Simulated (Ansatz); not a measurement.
A series of calculations on CH₂BrF

**1. Relaxation**

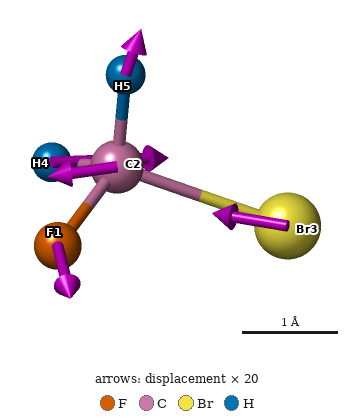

This is a relaxation of CH2BrF (coarse preliminary run). The starting structure is drawn; purple arrows show the displacements, magnified 20 times. The two geometries are superimposed by the best rigid fit.

The picture is a ball-and-stick view, seen at a tilt.

Theory: RKS PBE-D4/def2-SVP in Ansatz. (force threshold 0.03 eV/Å; at most 250 steps)

What happened in the run?

The optimiser took 4 steps. The atom that moves furthest after the best rigid fit is H4 (0.069 Å). Largest moves by element: H 0.069 Å, F 0.046 Å, Br 0.043 Å, C 0.037 Å. Some distances before and after: C2–H5 1.077 → 1.108 Å, C2–H4 1.135 → 1.108 Å, F1–C2 1.339 → 1.355 Å. Among the angles between lasting bonds that change: F1–C2–H4 104.2° → 110.5°, Br3–C2–H4 111.4° → 106.1°, Br3–C2–H5 108.5° → 106.2°. The run took roughly 5 core-seconds on a shared host.

**2. A change**

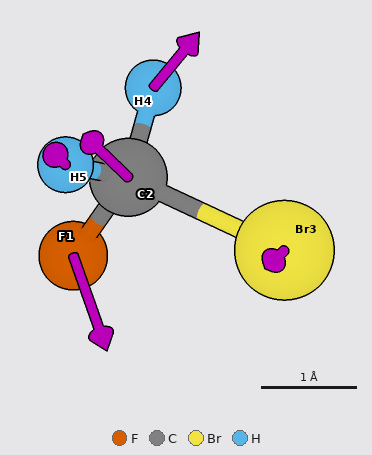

CH2BrF. The purple arrows show how the atoms are displaced, magnified 30 times. The picture is a ball-and-stick view, seen at a tilt.

These are results of Ansatz, RHF-CCSD(T), frozen core/def2-TZVPP, not measurements. 

Describe the change and its computed effect.

Answer. All atoms are moved at random (σ = 0.04 Å) from the PBE0-D4/def2-TZVP minimum. Energy change: +0.085 eV. The largest force is 2.2 eV/Å, on C2. The forces mostly point back along the displacements (cosine −0.81). At other levels of theory the same distortion costs 0.056 eV (RKS PBE-D4/def2-TZVPP), 0.081 eV (RKS r2SCAN-D4/def2-TZVPP), 0.102 eV (RKS PBE0-D4/def2-TZVPP), 0.086 eV (RKS wB97M-V/def2-TZVPP). Among the bonded contacts that change: F1–C2 1.352 → 1.410 Å, C2–H4 1.088 → 1.122 Å, C2–H5 1.088 → 1.072 Å. Bond angles that change, for instance: F1–C2–Br3 110.7° → 107.5°, H4–C2–H5 112.8° → 115.7°.

**3. Distortion**

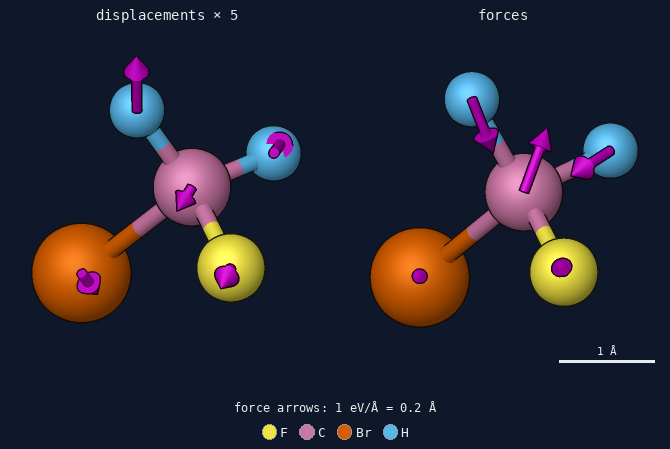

Left: CH2BrF, with purple arrows for the displacements applied to it. Right: the displaced structure with the computed forces. The picture is a ball-and-stick view, seen from a free direction.

Computed with RKS wB97M-V/def2-TZVPP (Ansatz). 

**Where do the forces point?**

All atoms are moved at random (σ = 0.12 Å) from the PBE0-D4/def2-TZVP minimum. Energy change: +0.745 eV. The largest force is 3.7 eV/Å, on the C atom. The forces mostly point back along the displacements (cosine −0.82). At other levels of theory the same distortion costs 0.592 eV (RKS PBE-D4/def2-TZVPP), 0.700 eV (RKS r2SCAN-D4/def2-TZVPP), 0.729 eV (RKS PBE0-D4/def2-TZVPP), 0.731 eV (RHF-CCSD(T), frozen core/def2-TZVPP). Among the bonded contacts that change: C–H 1.088 → 1.239 to 1.243 Å, C–F 1.352 → 1.378 Å, Br–C 1.935 → 1.952 Å. Among the angles between lasting bonds that change: Br–C–H 106.9° → 114.2°, Br–C–H 106.9° → 100.1°.
